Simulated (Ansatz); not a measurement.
# AlH2O2 (SMILES [OH][Al][OH]): UCCSDT/STO-3G

What is the vertical ionisation energy of AlH2O2 at UCCSDT/STO-3G? 

The results are computed with Ansatz 0.2.0.

52 further runs of the same task are left out: 3 that didn't finish, 49 set aside as unsound or not needed.

## Step 1: Starting point

AlH2O2: 5 atoms, total charge 0, spin state doublet. SMILES: `[OH][Al][OH]`. The shape is that of a PBE0-D4/def2-TZVP optimisation. This is one conformer, not always the lowest.

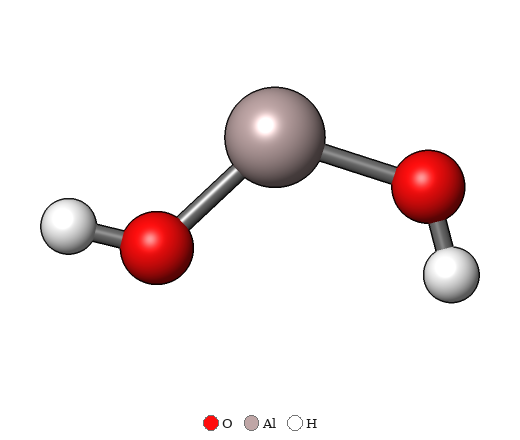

Viewed from a chosen angle; oxygen red, aluminium light grey, hydrogen white.

## Step 2: The energy at UCCSDT/STO-3G

molecule.yaml

```yaml
crystal:
  periodic: [false, false, false]
  atoms:
    - {symbol: O, position_ang: [-1.573500, -0.324600, -0.237500]}
    - {symbol: Al, position_ang: [0.018500, -0.825100, 0.065000]}
    - {symbol: O, position_ang: [1.249400, 0.348300, 0.160000]}
    - {symbol: H, position_ang: [-1.809700, 0.595800, -0.359200]}
    - {symbol: H, position_ang: [2.165100, 0.131800, 0.330400]}
basis:
  gaussian: {orbitals: STO-3G}
magnetization: {spin_polarized: true, initial_magnetization: 1}
correlation: {method: ccsdt, frozen_orbitals: {Al: 5, H: 0, O: 1}}
accuracy: high
scf: {omitted_lower_state_checks: [cluster_reference, increment]}
```

Launch:

```console
$ ansatz run molecule.yaml --threads 1 --pin off --max-ram 2610MiB --events-out events.jsonl --progress --plain --runs-dir runs
```

Log, shortened:

```text
Warning: RAYON_NUM_THREADS=1 ignored (pool sized by the plan → 1); use --threads N
Functional definition: HF
  name "HF"
[...]
380 factors; integrals over basis functions are off by at most 3.2e-8 eV
[...]
mean field -10553.93657695 eV, -387.8500154879 hartree, gradient 1.1e-8 eV, S^2 0.755794; 0 other end points of the search recorded, 0 dependent functions left out
7 core orbitals not correlated: weight in the atoms' cores, before any rotation towards them, 1.000 or more for the frozen orbitals, at most 0.000 for the correlated occupied ones
reference -10553.93657695 eV, -387.8500154879 hartree; 9, 8 occupied and 5, 6 virtual orbitals, 380 factors
second order -2.33645150 eV of doubles, -0.00000000 eV of singles
cycle   1  -2.63842120 eV  change   -3.0e-1 eV  update   9.6e-2
[...]
cycle  28  -3.08909395 eV  change  -5.2e-10 eV  update  3.6e-10
Total energy: -10557.02567090 eV, -387.9635375966 hartree
Checks for a lower state left out: cluster_reference, increment
```

It took 1.3 s on 1 thread of Arm Neoverse V1, shared host.

## Step 3: The singlet cation

run.yaml

```yaml
crystal:
  periodic: [false, false, false]
  atoms:
    - symbol: O
      position_ang: [-1.573500, -0.324600, -0.237500]
    - symbol: Al
      position_ang: [0.018500, -0.825100, 0.065000]
    - symbol: O
      position_ang: [1.249400, 0.348300, 0.160000]
    - symbol: H
      position_ang: [-1.809700, 0.595800, -0.359200]
    - symbol: H
      position_ang: [2.165100, 0.131800, 0.330400]
basis:
  gaussian:
    orbitals: STO-3G
total_charge: 1
correlation:
  method: ccsdt
  frozen_orbitals: {Al: 5, H: 0, O: 1}
accuracy: high
scf:
  omitted_lower_state_checks: [cluster_reference, increment]
```

Launch:

```console
$ ansatz run run.yaml --threads 1 --pin off --max-ram 2610MiB --events-out events.jsonl --progress --plain --runs-dir runs
```

Log, shortened:

```text
Warning: RAYON_NUM_THREADS=1 ignored (pool sized by the plan → 1); use --threads N
Functional definition: HF
  name "HF"
[...]
380 factors; integrals over basis functions are off by at most 3.2e-8 eV
[...]
mean field -10549.65641433 eV, -387.6927224125 hartree, gradient 1.4e-8 eV, S^2 0.000000; 0 other end points of the search recorded, 0 dependent functions left out; unrestricted orbitals would lower it
7 core orbitals not correlated: weight in the atoms' cores, before any rotation towards them, 1.000 or more for the frozen orbitals, at most 0.000 for the correlated occupied ones
reference -10549.65641433 eV, -387.6927224125 hartree; 8, 8 occupied and 6, 6 virtual orbitals, 380 factors
second order -3.15081797 eV of doubles, -0.00000000 eV of singles
cycle   1  -3.35037846 eV  change   -2.0e-1 eV  update   1.5e-1
[...]
cycle  37  -4.14620396 eV  change  -7.9e-10 eV  update   1.3e-9
Total energy: -10553.80261828 eV, -387.8450925976 hartree
Checks for a lower state left out: cluster_reference, increment
```

It took 0.5 s on 1 thread of Arm Neoverse V1, shared host.

## Step 4: Outcome

Level: UCCSDT/STO-3G, 7 core orbitals frozen.

```
                                                   quantity          value
                               doublet AlH2O2: total energy  -387.96354 Eh
doublet AlH2O2: correlation energy (7 core orbitals frozen)     -113.5 mEh
          doublet AlH2O2: ⟨S²⟩ of the reference determinant          0.756
                              doublet AlH2O2: T1 diagnostic          0.020
                               singlet cation: total energy  -387.84509 Eh
singlet cation: correlation energy (7 core orbitals frozen)     -152.4 mEh
                              singlet cation: T1 diagnostic          0.035
         vertical ionisation energy (to the singlet cation)       3.223 eV
```

In words: Removing an electron at fixed nuclei costs 3.22 eV (311 kJ/mol). Only the singlet of the ionised species was computed; a triplet could lie lower. In a minimal basis such a difference can be off by several eV, whatever the method. The T1 diagnostic (singlet cation) of 0.035 is above the customary mark for such species, so a single reference may not serve. The restricted solution (singlet cation) is unstable to spin breaking: an unrestricted one lies lower.
